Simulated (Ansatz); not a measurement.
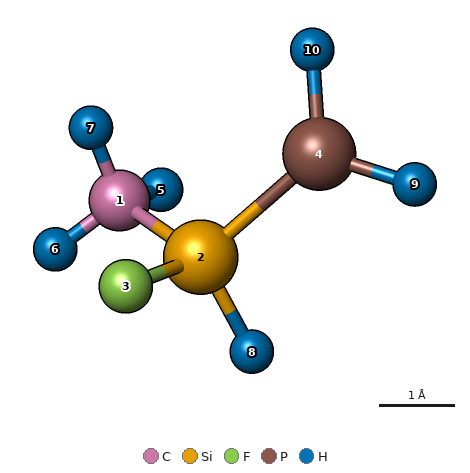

The structure (ball-and-stick view, seen at a tilt; atoms are numbered from 1 in the order of the input).

CH₆FPSi: phonon calculation

- system: CH₆FPSi
- method: RKS B3LYP/cc-pVDZ (Ansatz 0.2.0)

It belongs to a series of runs on one base structure; here: vibrations at the highest image of the band. Figures and captions count atoms from 1; the log counts them from 0 in places.

Output:
```
Engine: ansatz 0.2.0, x86_64-unknown-linux-gnu
Functional definition: B3LYP
  parameter a0 = 0.2
  parameter ax = 0.72
  parameter ac = 0.81
  exchange = (1 - a0 - ax)*slater_x + ax*b88_x + a0*exact_x
  correlation = (1 - ac)*vwn_rpa_c + ac*lyp_c
1015 factors; integrals over basis functions are off by at most 4.3e-4 eV
mean field evaluation 1: about -21014.4615 eV, gradient 5.1e1 eV
mean field evaluation 2: about -21010.7692 eV, gradient 6.6e1 eV
mean field evaluation 4: about -21020.0747 eV, gradient 2.8e0 eV
mean field evaluation 8: about -21020.1099 eV, gradient 2.7e-2 eV
mean field -21020.10987737 eV, -772.4747900510 hartree, gradient 2.6e-5 eV, S^2 0.000000; 0 other end points of the search recorded, 0 dependent functions left out
the calculation of the forces begins
reference -21020.11012539 eV, -772.4747991657 hartree; 25, 25 occupied and 69, 69 virtual orbitals, 1015 factors
these checks for a lower state are left out or cut short: stability, starts, cluster_reference, orbital_swaps, neighbouring_geometries, increment
1015 factors; integrals over basis functions are off by at most 4.3e-4 eV
mean field evaluation 16: about -21020.0905 eV, gradient 1.4e-1 eV
mean field -21020.10974102 eV, -772.4747850403 hartree, gradient 2.5e-6 eV, S^2 0.000000; 0 other end points of the search recorded, 0 dependent functions left out
[... from here on the field's lines of each further geometry are left out, up to the last ...]
the calculation of the forces begins
reference -21020.11011083 eV, -772.4747986307 hartree; 25, 25 occupied and 69, 69 virtual orbitals, 1015 factors
these checks for a lower state are left out or cut short: stability, starts, cluster_reference, orbital_swaps, neighbouring_geometries, increment
1015 factors; integrals over basis functions are off by at most 4.3e-4 eV
mean field -21020.10984518 eV, -772.4747888682 hartree, gradient 2.2e-6 eV, S^2 0.000000; 0 other end points of the search recorded, 0 dependent functions left out
the calculation of the forces begins
reference -21020.11009320 eV, -772.4747979827 hartree; 25, 25 occupied and 69, 69 virtual orbitals, 1015 factors
WARN: phonons: modes at or below zero, which the zero-point energy, F, S and C_V leave out: 1, the lowest at -670.61 cm⁻¹. A minimum has none, and a first-order saddle one
Total energy: -21020.11012539 eV, -772.4747991657 hartree
Atom 0 at     0.109782     1.506929     0.209132 Å, force     0.006605     0.000865     0.008225 eV/Å
Atom 1 at    -0.413979    -0.250770     0.594987 Å, force    -0.001882    -0.011416    -0.002341 eV/Å
Atom 2 at     0.181840    -0.589943     2.107069 Å, force    -0.001006    -0.001199    -0.000666 eV/Å
Atom 3 at     0.322339    -1.630530    -0.940415 Å, force     0.006115    -0.002319     0.000892 eV/Å
Atom 4 at    -0.378086     1.870827    -0.707772 Å, force    -0.003829    -0.000054    -0.002613 eV/Å
Atom 5 at    -0.161239     2.167293     1.049004 Å, force     0.000806     0.002511    -0.000778 eV/Å
Atom 6 at     1.201772     1.562693     0.072011 Å, force    -0.000754     0.002921    -0.005854 eV/Å
Atom 7 at    -1.880636    -0.495543     0.683910 Å, force    -0.000319     0.001637    -0.002370 eV/Å
Atom 8 at    -0.366484    -2.785507    -1.343422 Å, force    -0.001376     0.005277     0.001979 eV/Å
Atom 9 at     1.467792    -1.406649    -1.721702 Å, force    -0.004359     0.001776     0.003527 eV/Å
Dipole moment:    -0.053254     0.218966    -0.361695 e Å
Vibrations: -670.61 120.75 146.64 218.21 241.95 257.30 461.09 497.68 653.57 734.59 783.13 821.42 862.32 893.19 1037.47 1269.81 1425.45 1429.97 2227.31 2524.80 2566.89 3038.11 3121.31 3135.49 cm⁻¹, zero-point energy 1.764819 eV
```

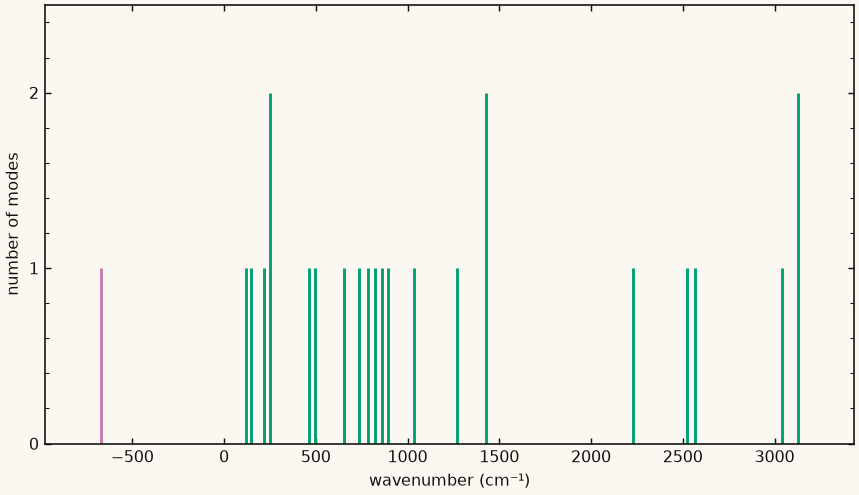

Harmonic vibrational wavenumbers from the force constants; neighbouring modes closer than 17 cm⁻¹ are counted in one stick, and imaginary ones are drawn at negative wavenumbers. 24 modes from 671i to 3135 cm⁻¹, 1 imaginary beyond 8i (671i cm⁻¹): a first-order saddle point, if the geometry is stationary.

The run was set up as follows.

Input file:
```yaml
crystal:
  periodic: [false, false, false]
  atoms:
    - { symbol: C, position_ang: [0.109782, 1.506929, 0.209132] }
    - { symbol: Si, position_ang: [-0.413979, -0.25077, 0.594987] }
    - { symbol: F, position_ang: [0.18184, -0.589943, 2.107069] }
    - { symbol: P, position_ang: [0.322339, -1.63053, -0.940415] }
    - { symbol: H, position_ang: [-0.378086, 1.870827, -0.707772] }
    - { symbol: H, position_ang: [-0.161239, 2.167293, 1.049004] }
    - { symbol: H, position_ang: [1.201772, 1.562693, 0.072011] }
    - { symbol: H, position_ang: [-1.880636, -0.495543, 0.68391] }
    - { symbol: H, position_ang: [-0.366484, -2.785507, -1.343422] }
    - { symbol: H, position_ang: [1.467792, -1.406649, -1.721702] }
basis:
  gaussian: { orbitals: cc-pVDZ }
hamiltonian:
  xc: b3lyp
phonons: {}
```

Run as:
```bash
ansatz run input.yaml --threads 1 --pin off --max-ram 2048MiB --backend cpu --events-out ev --progress --plain --runs-dir out
```

Summary:

```json
{"quantity": "outcome", "value": "converged"}
{"quantity": "total energy", "value": "−21020.1101 eV"}
{"quantity": "mean-field energy", "value": "−21020.1101 eV"}
{"quantity": "largest force (length of the vector)", "value": "0.012 eV/Å"}
{"quantity": "hardware", "value": "1 thread of an x86-64 CPU, shared host"}
{"quantity": "wall time", "value": "2.3 min"}
{"quantity": "peak memory", "value": "0.23 GiB"}
```
